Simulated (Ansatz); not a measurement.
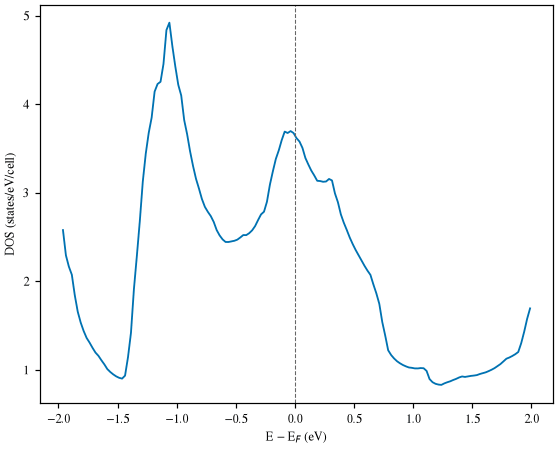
Figure: Density of states of ZrNb (Cmmm) near the Fermi level, PBEsol, rigid bands (Ansatz, a first-principles code).

Task: With 2 atoms a cell, what bare Sommerfeld coefficient γ = (π²/3) k_B² N(E_F) follows?

Result: N(E_F) ≈ 3.6 states/eV a cell at 300 K, so γ ≈ 4.3 mJ/(mol of atoms·K²), before many-body enhancement (phonons, spin fluctuations, correlation).

Task: How far does the Fermi level move in a rigid band for 0.1 electron a cell added or removed?

Result: 28 meV and -28 meV.

A metal at this level (no band gap); rigid bands, thermally averaged at 300 K, both spins. Spin-orbit coupling is left out. Geometry: cell and atoms relaxed with PBEsol.

Computed structure with no diffraction record at hand here (it may be known, metastable or hypothetical): ZrNb (Cmmm).
